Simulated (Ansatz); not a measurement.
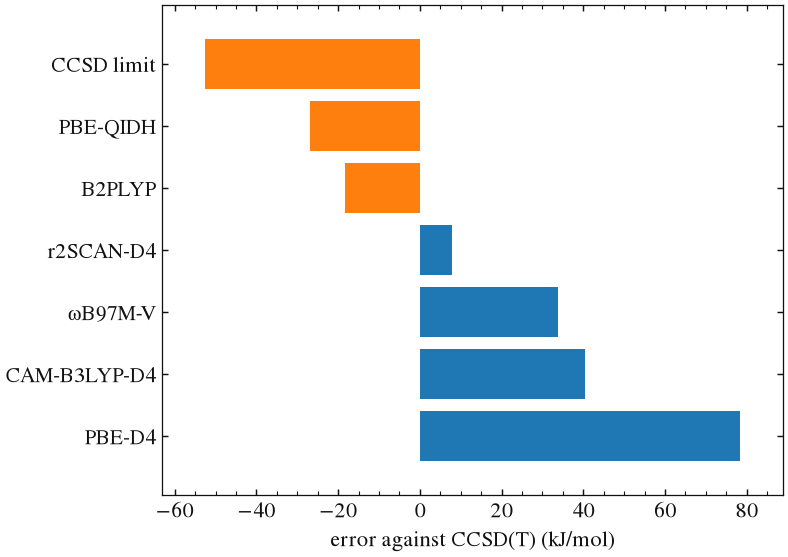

Error in the electronic atomisation energy (method less reference, so positive means overbinding) of BSiN₂H₅, SMILES N[Si@H]1BN1: functionals in def2-TZVPP against frozen-core CCSD(T) at the limit (MP2 extrapolated from triple and quadruple zeta, plus CCSD(T) less MP2 in a smaller set), which gives 3172.5 kJ/mol, at a PBE0-D4/def2-TZVP geometry (a minimum by its frequencies), no zero-point or spin-orbit term, the Ansatz code 0.2.0. The reference leaves out core correlation, a term that grows with the number of heavy atoms. PBE-QIDH and B2PLYP hold a correlation term that converges slowly with the basis, so part of the distance to the limit is basis error. No dispersion term is added to PBE-QIDH and B2PLYP. Limit means the basis limit.

Which of these levels overbind, and which underbind?

Overbind: ωB97M-V, CAM-B3LYP-D4 and PBE-D4. Underbind: CCSD limit and PBE-QIDH. Within 20 kJ/mol of zero, too close to call in view of what the reference leaves out: B2PLYP and r2SCAN-D4.

Give the values.

| level | kJ/mol |
| --- | --- |
| CCSD limit | −52.6 |
| PBE-QIDH | −27.0 |
| B2PLYP | −18.2 |
| r2SCAN-D4 | 7.9 |
| ωB97M-V | 33.9 |
| CAM-B3LYP-D4 | 40.3 |
| PBE-D4 | 78.4 |
